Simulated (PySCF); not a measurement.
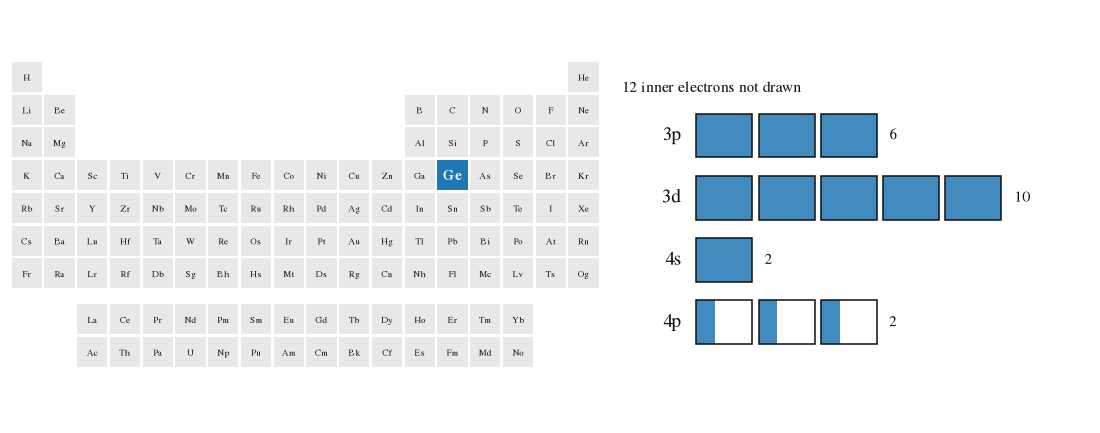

Figure 1. Left, the place of germanium in the periodic table; right, the outer shells of the nominal configuration: a box for each of the 2l + 1 orbitals, shaded by the share of the shell that is filled, with the electron count at the right.

**Ge: atomic calculation**

Ge, configuration 1s2 2s2 2p6 3s2 3p6 3d10 4s2 4p2, multiplicity 3. Level asked for: unrestricted HF, jorge-DZP-DKH, spin-free X2C-1e, Gaussian nucleus (PySCF).

**The input**
```python
from pyscf import gto, scf, dft, mp, cc
import basis_set_exchange as bse
mol = gto.M(atom="Ge 0 0 0", charge=0, spin=2, symmetry="D2h",
            basis=gto.basis.parse(bse.get_basis("jorge-DZP-DKH", elements=["Ge"], fmt="nwchem", header=False)),
            nucmod="G")
mf = scf.UHF(mol).sfx2c1e()
mf.irrep_nelec = {'Ag': (6, 6), 'B1g': (1, 1), 'B2g': (1, 1), 'B3g': (1, 1), 'B1u': (3, 2), 'B2u': (3, 2), 'B3u': (2, 2)}
mf.kernel()
```

The script is an equivalent of what the driver set up; the driver computed the properties (radii, ⟨L²⟩, response) afterwards. It also set what the script leaves out: max_cycle = 5, guess = atom. It held the occupations shell by shell, which the script's counts by irreducible representation don't always enforce.

Hardware: 1 thread of Arm Neoverse V2, 23 GiB of memory available, shared host.

Launched within a batch (the task file carries these settings):
```bash
OMP_NUM_THREADS=1 python <driver script> TASK.json OUT
```

**Log (extracts)**
```
damping factor = 0
level_shift factor = 0
DIIS = <class 'pyscf.scf.diis.CDIIS'>
diis_start_cycle = 1
diis_space = 10
diis_damp = 0
SCF conv_tol = 1e-09
SCF conv_tol_grad = None
number electrons alpha = 17  beta = 15
irrep_nelec {'Ag': (6, 6), 'B1g': (1, 1), 'B2g': (1, 1), 'B3g': (1, 1), 'Au': (0, 0), 'B1u': (3, 2), 'B2u': (3, 2), 'B3u': (2, 2)}
alpha HOMO (B2u) = -0.0735877206133324  LUMO (B3u) = -0.07358772062139

WARN: HOMO -0.0735877206133324 >= LUMO -0.07358772062139

cycle= 1 E= -2096.92214644351  delta_E= -5.4  |g|= 0.675  |ddm|= 1.03
alpha HOMO (B2u) = -0.282198766073989  LUMO (B3u) = -0.00456521219443573
  HOMO = -0.282198766074  LUMO = -0.00456521219444  gap/eV = 7.55479
cycle= 2 E= -2096.93078900704  delta_E= -0.00864  |g|= 0.143  |ddm|= 0.149
alpha HOMO (B2u) = -0.283533219653322  LUMO (B3u) = -0.00105996034205447
  HOMO = -0.283533219653  LUMO = -0.00105996034205  gap/eV = 7.68649
cycle= 3 E= -2096.93225337874  delta_E= -0.00146  |g|= 0.0553  |ddm|= 0.0618
alpha HOMO (B2u) = -0.281067724770125  LUMO (B3u) = 0.00277814618791439
  HOMO = -0.28106772477  LUMO = 0.00277814618791  gap/eV = 7.72384
cycle= 4 E= -2096.93257734901  delta_E= -0.000324  |g|= 0.00487  |ddm|= 0.0241
alpha HOMO (B2u) = -0.281047305159994  LUMO (B3u) = 0.00365359504727536
  HOMO = -0.28104730516  LUMO = 0.00365359504728  gap/eV = 7.74711
cycle= 5 E= -2096.93258976683  delta_E= -1.24e-05  |g|= 0.000991  |ddm|= 0.0089
SCF not converged.
SCF energy = -2096.93258976683 after 5 cycles  <S^2> = 2.0011151  2S+1 = 3.0007433
```

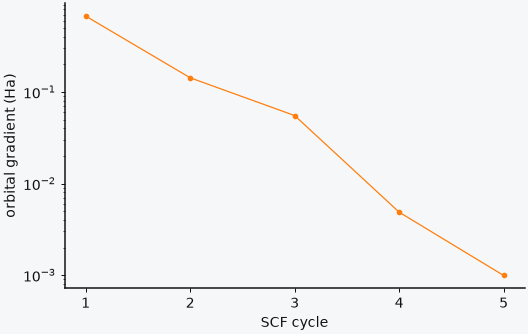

Figure 2. Convergence: orbital gradient against the SCF cycle. The residual is still falling at the last step (down to 10⁻³), so the run was stopped before it reached the threshold. It goes from 0.68 to 0.00099 in 5 steps.

**Outcome**

```
      quantity               value
       outcome       not converged
  total energy  −2096.9326 hartree
          ⟨S²⟩               2.001
          ⟨L²⟩                2.00
SCF iterations                   5
```

**What went wrong**

This input holds a deliberate fault: too few SCF iterations. The run did not meet its convergence test in 5 iterations, so its last values are not results.
